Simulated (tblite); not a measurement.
# Geometry relaxation, with input and output: C$_{4}$H$_{12}$O$_{2}$Si$_{3}$

System: C$_{4}$H$_{12}$O$_{2}$Si$_{3}$.
Method: GFN2-xTB geometry optimisation, gas phase (tblite 0.8.0).

It belongs to a series of runs on one base structure; here: O inserted into a Si-Si bond.

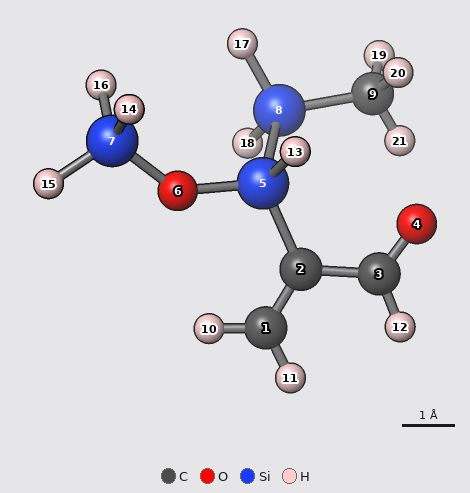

Figure 1. The input geometry (ball-and-stick view, seen at a tilt; atoms are numbered from 1 in the order of the input).

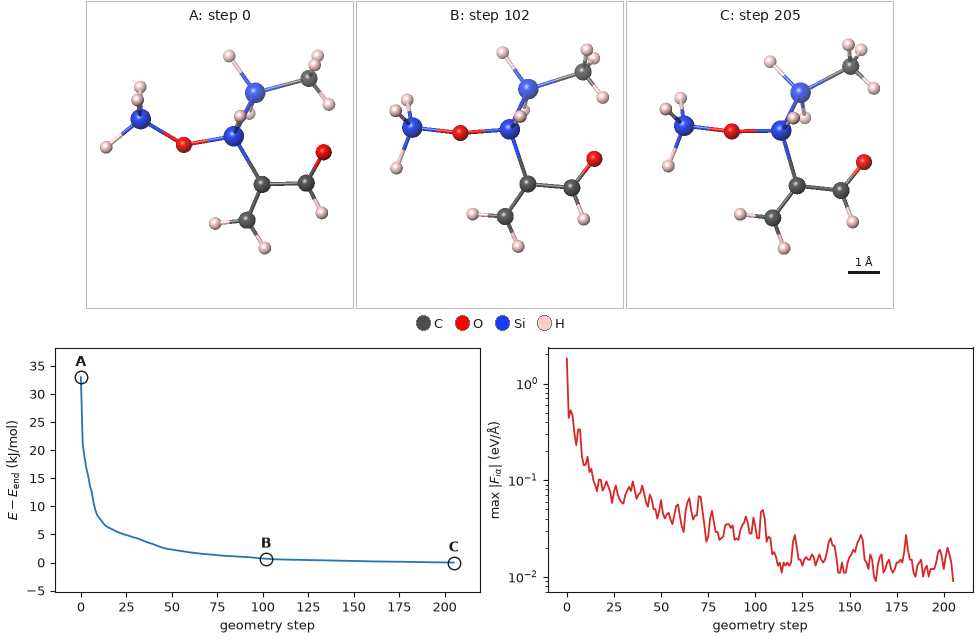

Figure 2. Frames of the relaxation (ball-and-stick view, seen at a tilt) above the curves, on which the letters mark them (steps are counted from 0).

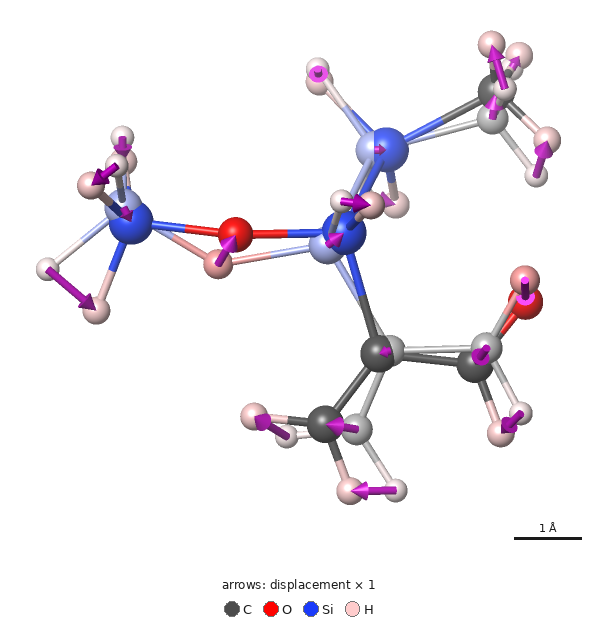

Figure 3. Start (faint) and end (solid) with the displacements as pink arrows, at true length (ball-and-stick view, seen at a tilt). The two geometries are laid on each other by the best rigid fit. After 205 geometry steps the energy has fallen by 33.0 kJ/mol. Largest force component: 1.8 eV/Å at the start, 0.009 eV/Å at the end. H15 moves most after the best rigid fit: 0.97 Å. By element the largest moves are H 0.97 Å, O 0.95 Å, C 0.58 Å, Si 0.33 Å. Distances before and after: C2–Si5 1.844 → 1.901 Å, C2–C3 1.504 → 1.455 Å, O6–Si7 1.659 → 1.615 Å, Si5–O6 1.675 → 1.632 Å. Among the angles that change: Si5–O6–Si7 138.4° → 162.0°, Si8–Si5–H13 109.8° → 120.3°, C2–Si5–O6 110.3° → 105.3°. (Atoms are counted from 1 in the order of the input.)

The input that produced these results follows, with the program's output.

**Input file**
```
{"job": {"kind": "relax", "xc": "GFN2-xTB", "basis": "xTB"}, "charge": 0, "multiplicity": 1}
C     -1.659500    -1.784900    -1.517700
C     -0.953400    -1.483100    -0.429900
C     -0.451200    -2.630100     0.403900
O      0.233700    -2.484300     1.391200
Si    -0.548500     0.217300     0.157200
O     -1.443600     1.352400    -0.688900
Si    -1.723100     2.987700    -0.657500
Si     1.736900     0.636100    -0.151500
C      2.771500    -0.488400     0.880700
H     -2.073900    -1.003000    -2.156500
H     -1.893400    -2.804800    -1.817000
H     -0.762300    -3.633300     0.052700
H     -0.898700     0.371400     1.596400
H     -2.258100     3.369300     0.669500
H     -2.707500     3.337600    -1.709000
H     -0.457000     3.707500    -0.893700
H      2.012400     2.052900     0.205800
H      2.077100     0.458800    -1.594700
H      3.824500    -0.214400     0.808200
H      2.495600    -0.425300     1.943200
H      2.669500    -1.522400     0.569200
```

The first line tells a small driver script what to run in tblite; the rest is the geometry in Å.

Run as:
```bash
OMP_NUM_THREADS=1 python <driver script> task.json out
```

**Log**
```
step      E/eV     max force
  0    -762.88130    1.848
  1    -763.00408    0.558
  2    -763.02895    0.623
  3    -763.04894    0.490
  4    -763.06307    0.339
  5    -763.08194    0.293
  6    -763.09360    0.346
  7    -763.11309    0.335
  8    -763.12690    0.263
  9    -763.13592    0.161
 10    -763.14078    0.204
 11    -763.14471    0.207
 12    -763.14903    0.146
 13    -763.15354    0.164
 14    -763.15651    0.120
 15    -763.15839    0.099
 16    -763.15985    0.079
 17    -763.16155    0.106
 18    -763.16344    0.103
 19    -763.16516    0.090
 20    -763.16660    0.105
 21    -763.16799    0.114
 22    -763.16940    0.087
 23    -763.17062    0.076
 24    -763.17157    0.064
 25    -763.17242    0.084
 26    -763.17345    0.090
 27    -763.17466    0.096
 28    -763.17578    0.091
 29    -763.17668    0.064
 30    -763.17750    0.074
 31    -763.17843    0.079
 32    -763.17957    0.096
 33    -763.18094    0.095
 34    -763.18246    0.087
 35    -763.18400    0.101
 36    -763.18534    0.082
 37    -763.18640    0.078
 38    -763.18735    0.073
 39    -763.18835    0.083
 40    -763.18956    0.089
 41    -763.19097    0.081
 42    -763.19236    0.092
 43    -763.19356    0.076
 44    -763.19468    0.073
 45    -763.19584    0.074
 46    -763.19692    0.076
 47    -763.19770    0.063
 48    -763.19827    0.051
 49    -763.19877    0.063
 50    -763.19923    0.076
 51    -763.19967    0.059
 52    -763.20013    0.056
 53    -763.20070    0.053
 54    -763.20119    0.050
 55    -763.20190    0.046
 56    -763.20245    0.045
 57    -763.20291    0.057
 58    -763.20344    0.061
 59    -763.20406    0.062
 60    -763.20458    0.046
 61    -763.20491    0.041
 62    -763.20518    0.041
 63    -763.20552    0.059
 64    -763.20600    0.068
 65    -763.20652    0.068
 66    -763.20695    0.056
 67    -763.20725    0.056
 68    -763.20753    0.061
 69    -763.20782    0.047
 70    -763.20813    0.072
 71    -763.20845    0.072
 72    -763.20886    0.053
 73    -763.20923    0.052
 74    -763.20948    0.030
 75    -763.20967    0.028
 76    -763.20992    0.040
 77    -763.21029    0.051
 78    -763.21068    0.044
 79    -763.21094    0.040
 80    -763.21109    0.033
 81    -763.21121    0.035
 82    -763.21136    0.039
 83    -763.21156    0.032
 84    -763.21170    0.044
 85    -763.21189    0.048
 86    -763.21213    0.044
 87    -763.21243    0.038
 88    -763.21268    0.037
 89    -763.21284    0.027
 90    -763.21295    0.027
 91    -763.21306    0.027
 92    -763.21324    0.031
 93    -763.21347    0.038
 94    -763.21377    0.046
 95    -763.21418    0.046
 96    -763.21465    0.045
 97    -763.21505    0.040
 98    -763.21535    0.034
 99    -763.21555    0.044
100    -763.21573    0.034
101    -763.21593    0.031
102    -763.21613    0.030
103    -763.21642    0.057
104    -763.21674    0.055
105    -763.21705    0.046
106    -763.21723    0.024
107    -763.21735    0.029
108    -763.21745    0.030
109    -763.21755    0.019
110    -763.21762    0.018
111    -763.21768    0.017
112    -763.21773    0.015
113    -763.21778    0.016
114    -763.21782    0.013
115    -763.21786    0.015
116    -763.21790    0.018
117    -763.21794    0.017
118    -763.21799    0.017
119    -763.21805    0.020
120    -763.21814    0.024
121    -763.21826    0.033
122    -763.21838    0.029
123    -763.21848    0.021
124    -763.21856    0.018
125    -763.21862    0.015
126    -763.21867    0.015
127    -763.21873    0.017
128    -763.21880    0.016
129    -763.21887    0.021
130    -763.21894    0.023
131    -763.21900    0.017
132    -763.21905    0.013
133    -763.21911    0.015
134    -763.21918    0.021
135    -763.21925    0.021
136    -763.21931    0.016
137    -763.21937    0.018
138    -763.21943    0.018
139    -763.21950    0.026
140    -763.21959    0.030
141    -763.21969    0.026
142    -763.21978    0.022
143    -763.21985    0.017
144    -763.21991    0.013
145    -763.21996    0.014
146    -763.22000    0.017
147    -763.22005    0.014
148    -763.22010    0.015
149    -763.22017    0.021
150    -763.22025    0.019
151    -763.22034    0.022
152    -763.22042    0.019
153    -763.22051    0.021
154    -763.22062    0.030
155    -763.22073    0.029
156    -763.22083    0.033
157    -763.22093    0.029
158    -763.22100    0.016
159    -763.22107    0.019
160    -763.22112    0.017
161    -763.22115    0.021
162    -763.22118    0.018
163    -763.22120    0.011
164    -763.22123    0.011
165    -763.22127    0.017
166    -763.22130    0.021
167    -763.22134    0.019
168    -763.22139    0.014
169    -763.22143    0.016
170    -763.22149    0.019
171    -763.22155    0.020
172    -763.22160    0.016
173    -763.22164    0.011
174    -763.22168    0.015
175    -763.22171    0.016
176    -763.22176    0.016
177    -763.22182    0.022
178    -763.22189    0.021
179    -763.22197    0.020
180    -763.22204    0.037
181    -763.22212    0.027
182    -763.22222    0.022
183    -763.22228    0.020
184    -763.22233    0.014
185    -763.22238    0.013
186    -763.22242    0.015
187    -763.22247    0.016
188    -763.22253    0.018
189    -763.22258    0.014
190    -763.22263    0.014
191    -763.22267    0.014
192    -763.22270    0.012
193    -763.22274    0.014
194    -763.22277    0.013
195    -763.22280    0.012
196    -763.22285    0.015
197    -763.22290    0.019
198    -763.22296    0.020
199    -763.22302    0.017
200    -763.22307    0.015
201    -763.22311    0.018
202    -763.22314    0.027
203    -763.22318    0.020
204    -763.22323    0.014
205    -763.22326    0.010
```

**Trajectory as extended XYZ (Å, eV, eV/Å), 5 of the 206 frames kept, from step=0 to step=205**
```
21
Properties=species:S:1:pos:R:3:forces:R:3 step=0 energy=-762.88130
C    -1.6595   -1.7849   -1.5177   -0.4280   0.1420  -0.4670
C    -0.9534   -1.4831   -0.4299   -0.2770  -1.8110   0.2410
C    -0.4512   -2.6301    0.4039   -0.0050   1.1560  -0.1120
O     0.2337   -2.4843    1.3912   -0.2910  -0.1210  -0.4550
Si   -0.5485    0.2173    0.1572    0.5780   1.5510   0.4330
O    -1.4436    1.3524   -0.6889    0.2110   0.3450   0.4570
Si   -1.7231    2.9877   -0.6575    0.0110  -0.3870   0.0540
Si    1.7369    0.6361   -0.1515   -1.1800   0.8380  -0.8900
C     2.7715   -0.4884    0.8807    0.7160  -0.3790   0.8970
H    -2.0739   -1.0030   -2.1565    0.1860  -0.2820   0.2600
H    -1.8934   -2.8048   -1.8170    0.1690   0.1900   0.0600
H    -0.7623   -3.6333    0.0527    0.0230   0.0840   0.0260
H    -0.8987    0.3714    1.5964   -0.1930  -0.1030  -0.3710
H    -2.2581    3.3693    0.6695    0.1180  -0.1860  -0.2750
H    -2.7075    3.3376   -1.7090    0.2590  -0.3760   0.2210
H    -0.4570    3.7075   -0.8937   -0.1550  -0.2410   0.0240
H     2.0124    2.0529    0.2058    0.0900  -0.2110  -0.1030
H     2.0771    0.4588   -1.5947    0.1050   0.0920   0.2630
H     3.8245   -0.2144    0.8082   -0.0440  -0.1390   0.0360
H     2.4956   -0.4253    1.9432    0.0850  -0.1160  -0.3900
H     2.6695   -1.5224    0.5692    0.0230  -0.0450   0.0920
21
Properties=species:S:1:pos:R:3:forces:R:3 step=51 energy=-763.19967
C    -1.7767   -1.6022   -1.5399   -0.0130  -0.0030   0.0150
C    -1.0630   -1.4315   -0.4278   -0.0010  -0.0060  -0.0030
C    -0.5326   -2.5694    0.3050   -0.0090  -0.0080  -0.0160
O     0.3453   -2.4637    1.1300   -0.0200  -0.0190  -0.0070
Si   -0.4782    0.2065    0.3286    0.0000  -0.0250  -0.0010
O    -1.3568    1.3391   -0.4558    0.0140   0.0070   0.0130
Si   -1.7740    2.8790   -0.7192   -0.0040  -0.0100  -0.0070
Si    1.7591    0.6233   -0.0602    0.0210   0.0450  -0.0310
C     2.9323   -0.4815    0.9360   -0.0030   0.0070   0.0000
H    -2.1542   -0.7558   -2.0897    0.0110  -0.0250   0.0000
H    -1.9894   -2.5846   -1.9402   -0.0230   0.0310  -0.0090
H    -0.9883   -3.5550    0.0800    0.0320   0.0090   0.0020
H    -0.9976    0.2264    1.7012   -0.0010  -0.0060   0.0440
H    -2.3962    3.4117    0.4920    0.0050  -0.0150  -0.0090
H    -2.7122    2.7930   -1.8346    0.0000   0.0070  -0.0070
H    -0.5560    3.6170   -1.0484   -0.0020   0.0080  -0.0110
H     2.0840    2.0267    0.2633    0.0110   0.0190  -0.0040
H     2.1207    0.4708   -1.4864   -0.0110   0.0040  -0.0040
H     3.9687   -0.2349    0.7266    0.0110  -0.0100   0.0040
H     2.7730   -0.3681    2.0037   -0.0020  -0.0060   0.0130
H     2.7831   -1.5297    0.6975   -0.0160  -0.0060   0.0180
21
Properties=species:S:1:pos:R:3:forces:R:3 step=102 energy=-763.21613
C    -1.8997   -1.4141   -1.4518    0.0100   0.0120  -0.0060
C    -1.0575   -1.3670   -0.4195    0.0060  -0.0180  -0.0170
C    -0.4834   -2.5921    0.1149   -0.0010  -0.0010   0.0130
O     0.4253   -2.6009    0.9126   -0.0080  -0.0150  -0.0160
Si   -0.3966    0.1920    0.4460    0.0000  -0.0160  -0.0100
O    -1.3103    1.4005   -0.1594    0.0100  -0.0010   0.0090
Si   -1.8377    2.7781   -0.8130    0.0200   0.0080   0.0200
Si    1.8282    0.6254   -0.0144    0.0010  -0.0020  -0.0090
C     2.9719   -0.4644    1.0343   -0.0020  -0.0130   0.0100
H    -2.3184   -0.5138   -1.8691   -0.0010   0.0080   0.0110
H    -2.1852   -2.3451   -1.9233   -0.0030   0.0080   0.0100
H    -0.9345   -3.5392   -0.2451    0.0250   0.0080   0.0140
H    -0.8397    0.0948    1.8442   -0.0160   0.0090  -0.0090
H    -2.5735    3.4752    0.2388   -0.0080   0.0000  -0.0180
H    -2.6939    2.3962   -1.9365   -0.0090   0.0000   0.0080
H    -0.6702    3.5337   -1.2633    0.0030   0.0080  -0.0040
H     2.1817    2.0363    0.2422   -0.0130  -0.0080  -0.0130
H     2.1687    0.4022   -1.4365   -0.0130   0.0030   0.0040
H     4.0001   -0.4127    0.6887   -0.0070   0.0110   0.0110
H     2.9583   -0.1652    2.0787    0.0040   0.0050  -0.0090
H     2.6576   -1.5029    0.9933    0.0020  -0.0050   0.0010
21
Properties=species:S:1:pos:R:3:forces:R:3 step=154 energy=-763.22062
C    -1.9667   -1.3530   -1.4194    0.0000  -0.0050  -0.0050
C    -1.0727   -1.3490   -0.4312    0.0060  -0.0020  -0.0020
C    -0.4476   -2.5870    0.0091    0.0120   0.0060   0.0060
O     0.4797   -2.6138    0.7849   -0.0030  -0.0070  -0.0110
Si   -0.3968    0.1728    0.4863    0.0060  -0.0180   0.0030
O    -1.3050    1.4287   -0.0263    0.0040   0.0060   0.0000
Si   -1.8121    2.7473   -0.8065   -0.0090   0.0080   0.0000
Si    1.8210    0.5641   -0.0349    0.0150   0.0140  -0.0220
C     2.9822   -0.4132    1.1020   -0.0070   0.0020   0.0010
H    -2.4224   -0.4374   -1.7571   -0.0030  -0.0020   0.0000
H    -2.2636   -2.2602   -1.9276   -0.0080  -0.0050  -0.0060
H    -0.8701   -3.5257   -0.4017   -0.0050   0.0090   0.0040
H    -0.8352    0.0244    1.8805    0.0040   0.0100   0.0070
H    -2.5858    3.5146    0.1648    0.0010  -0.0060   0.0110
H    -2.6429    2.2944   -1.9239    0.0030  -0.0020  -0.0040
H    -0.6366    3.4738   -1.2814    0.0110   0.0010  -0.0060
H     2.1754    1.9949    0.0628   -0.0100  -0.0130   0.0050
H     2.1346    0.1978   -1.4336   -0.0040  -0.0010   0.0070
H     4.0180   -0.3259    0.7868   -0.0180   0.0090   0.0040
H     2.9177   -0.0639    2.1287    0.0100  -0.0020   0.0030
H     2.7199   -1.4667    1.0994   -0.0030  -0.0020   0.0060
21
Properties=species:S:1:pos:R:3:forces:R:3 step=205 energy=-763.22326
C    -2.0697   -1.3794   -1.3793   -0.0010  -0.0040   0.0020
C    -1.0995   -1.3801   -0.4656   -0.0010   0.0070   0.0000
C    -0.4061   -2.6118   -0.1205    0.0010   0.0030  -0.0020
O     0.6075   -2.6352    0.5386   -0.0080  -0.0010   0.0020
Si   -0.3929    0.1341    0.4408   -0.0020  -0.0030   0.0000
O    -1.2985    1.3971   -0.0575    0.0010   0.0020  -0.0030
Si   -1.7573    2.7729   -0.7670    0.0040  -0.0050   0.0060
Si    1.8252    0.4914   -0.0917    0.0080   0.0000  -0.0010
C     2.9578   -0.3068    1.2028    0.0090   0.0010  -0.0010
H    -2.5732   -0.4661   -1.6483   -0.0040   0.0000  -0.0040
H    -2.3819   -2.2772   -1.8952   -0.0020   0.0010  -0.0010
H    -0.8625   -3.5513   -0.4913    0.0010   0.0020   0.0010
H    -0.8048   -0.0150    1.8449    0.0000   0.0000  -0.0040
H    -2.5018    3.5166    0.2451   -0.0060  -0.0060   0.0030
H    -2.5986    2.3965   -1.9041   -0.0010   0.0020   0.0000
H    -0.5575    3.4841   -1.2041    0.0020   0.0010  -0.0050
H     2.1541    1.9291   -0.1738    0.0010   0.0000   0.0050
H     2.1815   -0.0520   -1.4181   -0.0050  -0.0020  -0.0020
H     4.0044   -0.1977    0.9349    0.0010   0.0000  -0.0010
H     2.8215    0.1356    2.1860   -0.0030  -0.0020  -0.0030
H     2.7433   -1.3678    1.2849    0.0020   0.0040   0.0090
```

**Results in brief**

| quantity | value |
| --- | --- |
| outcome | converged |
| total energy | −763.2233 eV |
| hardware | 1 CPU thread, shared host |
| wall time | 8.9 s |
| peak memory | 0.18 GiB |
